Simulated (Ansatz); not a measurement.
## Run report: AlN2H7Se, geometry relaxation (part 2 of 2)

The same run, continued: AlN2H7Se; RKS PBE-D4/def2-SVP (Ansatz 0.2.0). It belongs to a series of runs on one base structure; here: end point A relaxed.

## Trajectory as extended XYZ, continued
```
11
Properties=species:S:1:pos:R:3:forces:R:3 step=4 energy=-75012.52197
Al    0.4296   -0.4610   -0.4477    0.0327   0.0658  -0.0407
H     0.6238    0.5731   -1.6674   -0.0042  -0.1085   0.0815
N     1.8119   -0.8271    0.6255    0.0222  -0.0300   0.0383
N    -1.1167   -1.3514   -0.3161   -0.0315  -0.0469   0.0553
H    -0.1907    2.2745   -0.6241   -0.0807   0.0772   0.0889
Se   -0.7758    2.7981    0.6482    0.0607  -0.0640  -0.0698
H     2.6988   -0.3185    0.5942   -0.0391  -0.0243   0.0043
H     1.8168   -1.4760    1.4177   -0.0159   0.0736  -0.0745
H    -1.8757   -1.2703   -0.9954    0.0021  -0.0020   0.0030
H    -1.3684   -2.0395    0.3996    0.0324   0.0882  -0.0688
H    -2.0535    2.0982    0.3655    0.0212  -0.0291  -0.0175
11
Properties=species:S:1:pos:R:3:forces:R:3 step=7 energy=-75012.58777
Al    0.4339   -0.3872   -0.4330    0.1504   0.0818  -0.1080
H     0.7112    0.4895   -1.7483   -0.0130  -0.0378   0.0549
N     1.8001   -0.8158    0.6398    0.0461  -0.0009   0.0208
N    -1.1567   -1.1980   -0.2821   -0.1573  -0.0122   0.0357
H    -0.3299    2.5401   -0.7410   -0.0608   0.0544   0.0277
Se   -0.7420    2.5445    0.6872   -0.0947  -0.1453  -0.0679
H     2.7186   -0.3673    0.5882   -0.0699  -0.0196   0.0037
H     1.7571   -1.4097    1.4701   -0.0028   0.0084   0.0036
H    -1.8788   -1.1646   -1.0057    0.0393  -0.0078   0.0142
H    -1.4378   -1.8540    0.4499   -0.0034   0.0262  -0.0072
H    -1.8756    1.6227    0.3748    0.1661   0.0527   0.0225
11
Properties=species:S:1:pos:R:3:forces:R:3 step=11 energy=-75012.73615
Al    0.4675   -0.2710   -0.4387    0.1837   0.1015  -0.0312
H     0.8043    0.4076   -1.8461   -0.0137  -0.0339   0.0258
N     1.7756   -0.8267    0.6510   -0.0222  -0.0163  -0.0004
N    -1.2336   -0.9081   -0.2128   -0.0925   0.0302  -0.0371
H    -0.7280    2.7198   -0.7582   -0.0003   0.0253   0.1500
Se   -0.6912    2.3057    0.6737    0.0255  -0.0111  -0.2581
H     2.7089   -0.4083    0.6439   -0.0073  -0.0097   0.0050
H     1.6695   -1.4047    1.4869   -0.0090   0.0002   0.0016
H    -1.8307   -1.0713   -1.0298    0.0008   0.0098  -0.0063
H    -1.5228   -1.5524    0.5299    0.0096   0.0568   0.0303
H    -1.4193    1.0096    0.3004   -0.0747  -0.1528   0.1203
11
Properties=species:S:1:pos:R:3:forces:R:3 step=14 energy=-75013.27392
Al    0.5717    0.0350   -0.4231   -0.1240   0.5162  -0.1228
H     0.9045    0.2209   -1.9914   -0.1201   0.0528   0.1888
N     1.7479   -0.7705    0.6456    0.1492  -0.4366   0.3412
N    -1.2889   -0.6515   -0.1932   -0.0925   0.8894   0.1440
H    -0.9487    2.5709   -0.6348   -0.1269   0.2342  -0.2891
Se   -0.4893    2.1468    0.6959    0.3962  -0.1703  -0.0132
H     2.7365   -0.5075    0.6463    0.0033  -0.0466   0.0250
H     1.5325   -1.2803    1.5098    0.0821   0.1277  -0.1284
H    -1.7987   -0.9570   -1.0510    0.1359   0.4195   0.4656
H    -1.5294   -1.3074    0.5644    0.0906   0.0355  -0.0071
H    -1.4380    0.5006    0.2314   -0.3938  -1.6218  -0.6040
11
Properties=species:S:1:pos:R:3:forces:R:3 step=17 energy=-75013.85026
Al    0.5750    0.2633   -0.3432   -0.0149  -0.1990  -0.3085
H     0.7686    0.3042   -1.9470    0.0513   0.0239   0.1315
N     1.6712   -0.8066    0.6356   -0.0730  -0.0815   0.1593
N    -1.2787   -0.6710   -0.1717   -0.3526   0.6730   0.6724
H    -0.8040    2.7572   -0.6552   -0.0226   0.0256  -0.0708
Se   -0.2463    2.2962    0.6387    0.0036   0.2316   0.1948
H     2.6916   -0.7104    0.5531   -0.1864  -0.0604   0.0807
H     1.4404   -1.1010    1.5963    0.1980   0.1294  -0.2282
H    -1.6645   -1.0627   -1.0440   -0.1303   0.3095   0.0087
H    -1.3150   -1.4347    0.5227    0.0357   0.1230   0.0387
H    -1.8382    0.1657    0.2146    0.4912  -1.1749  -0.6787
11
Properties=species:S:1:pos:R:3:forces:R:3 step=21 energy=-75013.96089
Al    0.5477    0.3141   -0.3380   -0.1059  -0.0341   0.0165
H     0.7927    0.2948   -1.9252    0.0213   0.0039   0.0059
N     1.5511   -0.8195    0.6832    0.1664   0.0221   0.2922
N    -1.2788   -0.6953   -0.1851    0.0178   0.0273  -0.0215
H    -0.7540    2.8498   -0.6084   -0.0010   0.0077   0.0102
Se   -0.1356    2.3978    0.6656    0.0119  -0.0435  -0.0301
H     2.5366   -0.9685    0.4208   -0.2113   0.0137   0.0649
H     1.5220   -0.7499    1.7147    0.0619  -0.0285  -0.3322
H    -1.6405   -1.0301   -1.0894    0.0025  -0.0017   0.0024
H    -1.1549   -1.5188    0.4248    0.0338   0.0500  -0.0227
H    -1.9864   -0.0743    0.2370    0.0028  -0.0170   0.0144
11
Properties=species:S:1:pos:R:3:forces:R:3 step=24 energy=-75013.97371
Al    0.5302    0.3289   -0.3301    0.0029   0.0171  -0.0237
H     0.8329    0.2814   -1.9083   -0.0012   0.0014   0.0083
N     1.5101   -0.7808    0.7381    0.1023  -0.0399   0.0861
N    -1.2784   -0.6924   -0.2144   -0.0178  -0.0453  -0.0080
H    -0.7659    2.8706   -0.5974   -0.0026  -0.0062   0.0062
Se   -0.1392    2.4091    0.6687    0.0018  -0.0054  -0.0003
H     2.4067   -1.1333    0.3803   -0.0959   0.0408   0.0529
H     1.6292   -0.6097    1.7445   -0.0002  -0.0095  -0.1241
H    -1.6727   -1.0067   -1.1127    0.0029   0.0159   0.0183
H    -1.0605   -1.5299    0.3498   -0.0055   0.0376  -0.0110
H    -1.9923   -0.1370    0.2814    0.0132  -0.0065  -0.0046
11
Properties=species:S:1:pos:R:3:forces:R:3 step=27 energy=-75013.97514
Al    0.5352    0.3252   -0.3385    0.0088  -0.0039  -0.0010
H     0.8451    0.2782   -1.9144   -0.0033  -0.0001  -0.0021
N     1.5017   -0.7773    0.7523    0.0220   0.0015   0.0164
N    -1.2770   -0.6915   -0.2284    0.0008  -0.0022  -0.0096
H    -0.7921    2.8554   -0.5714    0.0022  -0.0038   0.0068
Se   -0.1297    2.3969    0.6776   -0.0064   0.0038  -0.0044
H     2.3715   -1.1815    0.3893   -0.0162   0.0063   0.0117
H     1.6644   -0.5458    1.7381   -0.0017  -0.0077  -0.0243
H    -1.6843   -1.0066   -1.1199   -0.0020   0.0009   0.0012
H    -1.0551   -1.5238    0.3407   -0.0013   0.0045   0.0011
H    -1.9795   -0.1290    0.2746   -0.0028   0.0007   0.0041
```

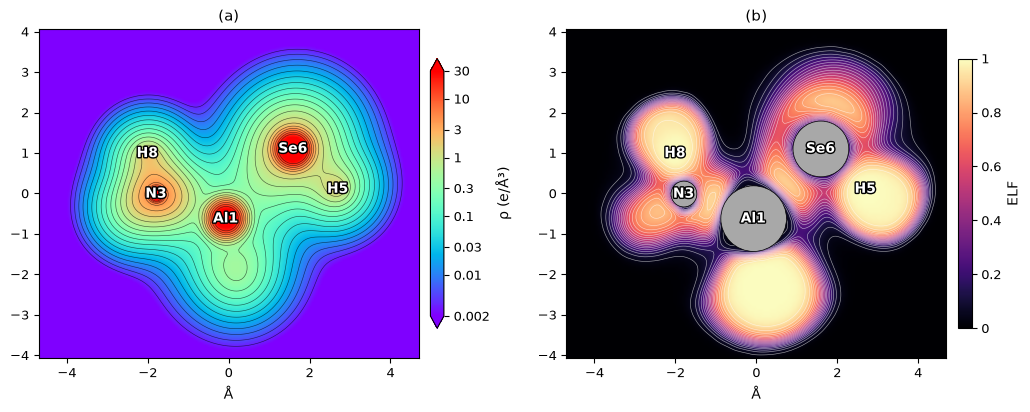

*(a) electron density; (b) electron localisation function on the plane of atoms Al1, N3 and H8. Grey discs, where drawn, cover atomic cores.*

Atoms in the plane: Al, N, H and Se. Al–N (1.83 Å): ρ is about 0.76 e/Å³ halfway; the ELF peaks at about 0.90 between the atoms (a polar covalent bond). Al–Se (2.40 Å): ρ is about 0.54 e/Å³ halfway; the ELF peaks at about 0.90 in the valence shell of Se, 1.2 Å from its nucleus, and is about 0.90 at the midpoint. N–H (1.03 Å): ρ at the midpoint is about 2.6 e/Å³, with its minimum of 2.1 e/Å³ about 0.8 Å from N; the ELF climbs to about 1 towards the hydrogen, as it does in any bond to H (a covalent bond by its length).

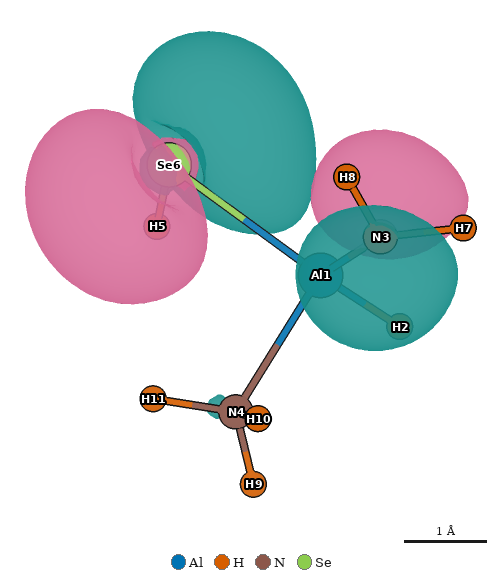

*The HOMO at ±0.1 Å⁻³ᐟ² (teal and pink are the two phases), seen at an oblique angle.*

Its energy is −4.86 eV.

This output came from the following input.

## Input file
```yaml
crystal:
  periodic: [false, false, false]
  atoms:
    - { symbol: Al, position_ang: [0.415676, -0.469338, -0.441623] }
    - { symbol: H, position_ang: [0.530212, 0.629312, -1.523019] }
    - { symbol: "N", position_ang: [1.816981, -0.832181, 0.604718] }
    - { symbol: "N", position_ang: [-1.106089, -1.402165, -0.327357] }
    - { symbol: H, position_ang: [-0.144608, 2.15906, -0.570751] }
    - { symbol: Se, position_ang: [-0.760094, 2.892689, 0.589945] }
    - { symbol: H, position_ang: [2.67093, -0.26977, 0.612573] }
    - { symbol: H, position_ang: [1.852827, -1.517456, 1.362823] }
    - { symbol: H, position_ang: [-1.876633, -1.309429, -0.992373] }
    - { symbol: H, position_ang: [-1.338296, -2.112768, 0.370116] }
    - { symbol: H, position_ang: [-2.060807, 2.232246, 0.314948] }
basis:
  gaussian: { orbitals: def2-SVP }
hamiltonian:
  xc: pbe
  dispersion: d4
relax:
  f_tol: 0.03
  max_steps: 50
output:
  orbitals: {}
```

Run as:
```bash
ansatz run input.yaml --threads 2 --pin off --max-ram 3072MiB --backend cpu --events-out ev --progress --plain --runs-dir out
```

## Summary

| quantity | value |
| --- | --- |
| outcome | converged |
| total energy | −75013.9752 eV |
| mean-field energy | −75013.7481 eV |
| largest force (length of the vector) at the end | 0.027 eV/Å |
| hardware | 2 threads of Arm Neoverse V1, 24 GiB of memory available, shared host |
| wall time | 64 s (CPU time 2.1 min) |
| peak memory | 0.15 GiB |
